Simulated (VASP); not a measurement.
Band structure of HfO2 (fluorite). All values below come from revPBE GGA, VASP's PBE PAW potentials (set 64) (plane waves; VASP 6.6.1).

Unless said otherwise, spin-orbit coupling is left out, though it shifts the bands of the heavy elements here.

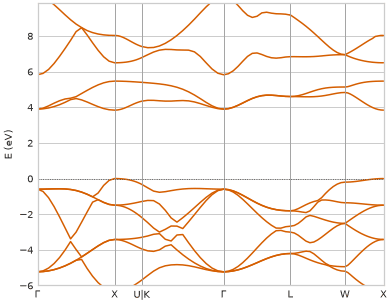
Bands along high-symmetry lines, zero at the valence-band maximum or, without a gap, the Fermi level

### Question
Read the plot: is there a gap, and where are the band edges?

### Answer
The gap is direct, 3.84 eV, from the valence maximum at X to the conduction minimum at X. (Edges off the drawn lines would not show.)

The compound is HfO2 in the fluorite structure, the high-temperature cubic form, which is unstable at 0 K; the monoclinic form is the stable one. It was relaxed first.
